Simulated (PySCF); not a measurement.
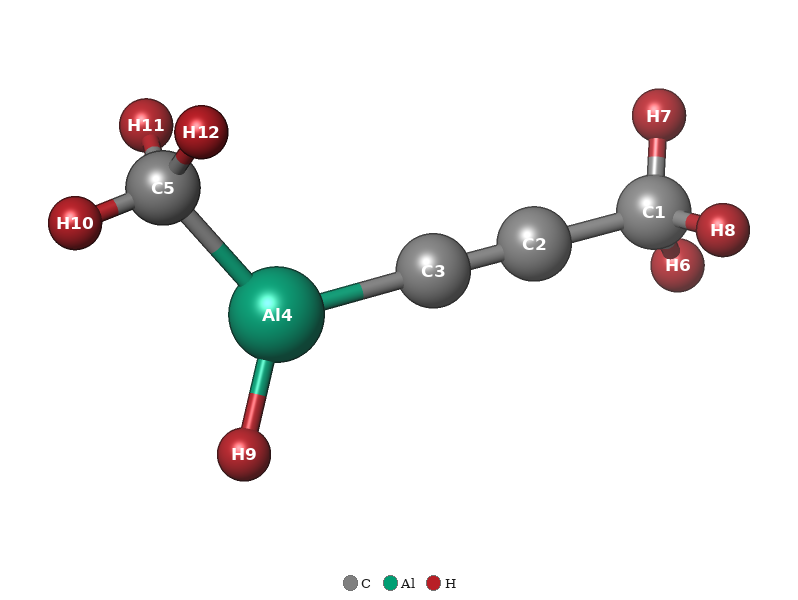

The computed structure is the end point of a PBE0-D3(BJ)/def2-SVP optimisation. No frequency run is at hand to confirm it as a minimum. Properties computed with delta-SCF UKS SCAN, pcX-2 on the ionised atom, pcseg-1 elsewhere, spin-free X2C (PySCF 2.14.0).

Give the core-electron binding energies (to vacuum; p and d levels without spin–orbit splitting) of C1 1s, C2 1s, C3 1s, Al4 1s, Al4 2p, C5 1s.

```json
{"atom": "C1", "level": "1s", "binding energy (eV)": "291.6"}
{"atom": "C2", "level": "1s", "binding energy (eV)": "290.2"}
{"atom": "C3", "level": "1s", "binding energy (eV)": "289.1"}
{"atom": "Al4", "level": "1s", "binding energy (eV)": "1566.5"}
{"atom": "Al4", "level": "2p", "binding energy (eV)": "80.1"}
{"atom": "C5", "level": "1s", "binding energy (eV)": "289.6"}
```
